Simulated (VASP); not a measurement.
Band structure of Cu3N (space group Pm-3m). Method: PBE GGA with D3 dispersion (Becke-Johnson damping), VASP's PBE PAW potentials (set 64) (plane waves; VASP).

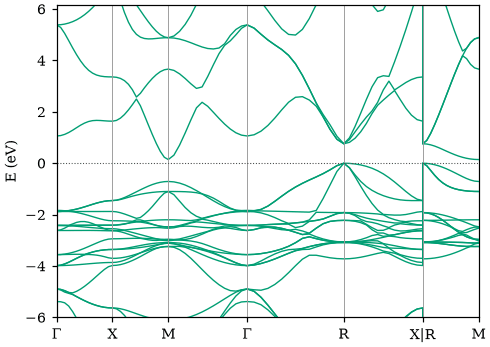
Bands along high-symmetry lines, zero at the valence-band maximum or, without a gap, the Fermi level

Task: Read the plot: is there a gap, and where are the band edges?

Result: The gap is indirect, 0.14 eV, from the valence maximum at R to the conduction minimum at M. (Edges off the drawn lines would not show.)

The structure comes from a measured Cu3N entry (Pm-3m) of the Crystallography Open Database, whose conditions weren't checked. It was relaxed first.
